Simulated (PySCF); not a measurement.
Molecule: W(F)5(OH), SMILES [F][W]([F])([F])([OH])([F])[F] (HF5OW). Atoms near the plane z = 0.0 Å, at the PBE0/def2-SVP optimised geometry (x, y, z in Å): W1 (0.0, 0.0, 0.0), F3 (1.8, 0.0, 0.0), F4 (0.0, 1.8, 0.0), F5 (0.0, -1.8, 0.1), F6 (-1.8, 0.0, 0.1).

Calculation: PBE0/def2-TZVP, def2 effective core potentials past Kr (PySCF 2.14.0). The core electrons that the potentials of W replace are not part of the density. Cells within 0.4 Å of a nucleus heavier than hydrogen are left out (blank, or x). The values are rescaled to run from 0 to 1.

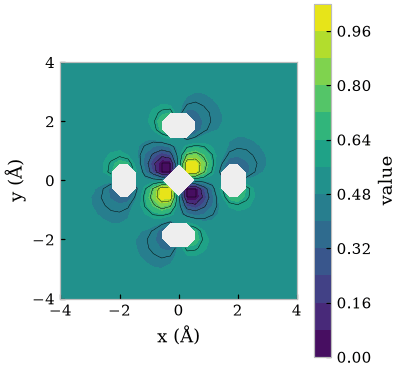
Figure. a field on the plane z = 0.0 Å.

**Question.** Which quantity is mapped?
A) log10 of the electron density
B) an orbital amplitude
C) Laplacian of the electron density
D) electrostatic potential

**Answer.** B, an orbital amplitude. In full: LUMO amplitude (bohr^(-3/2)), clipped to [-0.25, 0.25].
